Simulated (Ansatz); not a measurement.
**ZrB2 (P6/mmm): the Drude term of Re ε in the infrared**

Re ε of ZrB2 (P6/mmm) along x at low photon energies is read from one computed spectrum; the carriers' damping was typed as γ = 0.05 eV. x, y and z are the Cartesian axes of the input cell.

Symmetry: P6/mmm, No. 191, hexagonal system. The conventional cell has a = 3.170 Å, b = 3.170 Å, c = 3.533 Å, α = 90.00°, β = 90.00°, γ = 120.00°. Around Zr on site a lie 12 B at 2.54 Å. Around B on site d lie 3 B at 1.83 Å.

Method: Ansatz 0.2.0, PBE, independent particles, k-mesh 12×12×10 with interpolation inside its cells, Gaussian parameter 0.15 eV.

Launch of the response step: `ansatz run input.yaml --threads 4 --pin off --max-ram 8192MiB --backend cpu --events-out ev --progress --plain --runs-dir out`. The run took 61 s, on 4 threads of Intel(R) Xeon(R) Platinum 8488C (Sapphire Rapids) (shared host).

```tsv
photon energy E (eV)	wavelength (µm)	Re ε
0.25	4.96	-254.0
0.30	4.13	-165.8
0.35	3.54	?
0.40	3.10	-77.0
0.50	2.48	-36.3
0.60	2.07	-15.3
0.70	1.77	-3.9
```

A Drude term over a constant background gives Re ε = ε_b − ωp²/(E² + γ²), linear in 1/(E² + γ²).

Working, on the rows shown:

| x = 1/(E² + γ²) (eV⁻²) | y = Re ε |
| --- | --- |
| 15.3846 | -254 |
| 10.8108 | -165.8 |
| 6.15385 | -77 |
| 3.9604 | -36.3 |
| 2.75862 | -15.3 |
| 2.03046 | -3.9 |

Means: x̄ = 6.8498, ȳ = -92.05. Σ(x − x̄)(y − ȳ) = -2585, Σ(x − x̄)² = 137.3. Slope = -2585 / 137.3 = -18.82; intercept = ȳ − slope · x̄ = 36.872. The line misses the rows shown by at most 2.6.

**Question.** What does the fit predict for the withheld row, and how well does it do?

**Answer.** At x = 8 the line gives y = -113.7. The run gave -112.0, so the interpolation is off by 1.7, 0.7 % of the range in the table.

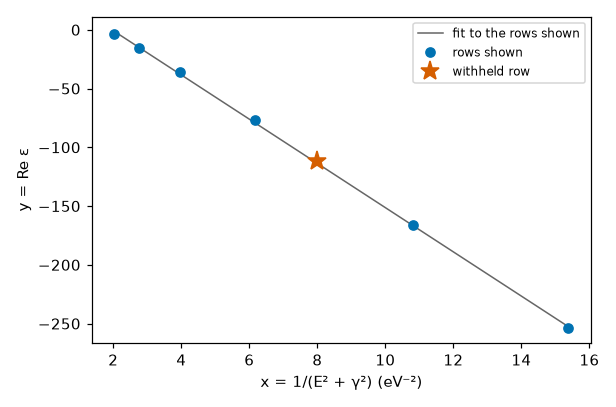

Refitted with all rows, the slope is -18.81 and the intercept 37.03. These give ωp = √(−slope) = 4.34 eV, against 4.45 eV from the program's Fermi-surface sum, and an intercept of 37.0. Taking the program's Drude term off the rows leaves 51 at the lowest energy and 36 at the highest, so the background isn't constant: interband transitions lie in or near the window, and neither fitted number can be trusted. The values come from a sum over the points of one k-mesh and carry its error, which is largest for Fermi-surface quantities. Spin-orbit coupling is left out.

[Logs are printed without paths, hosts, clocks, repeated set-up lines and the standing remarks that a program may print on its own settings, such as how far it seeks lower states.]
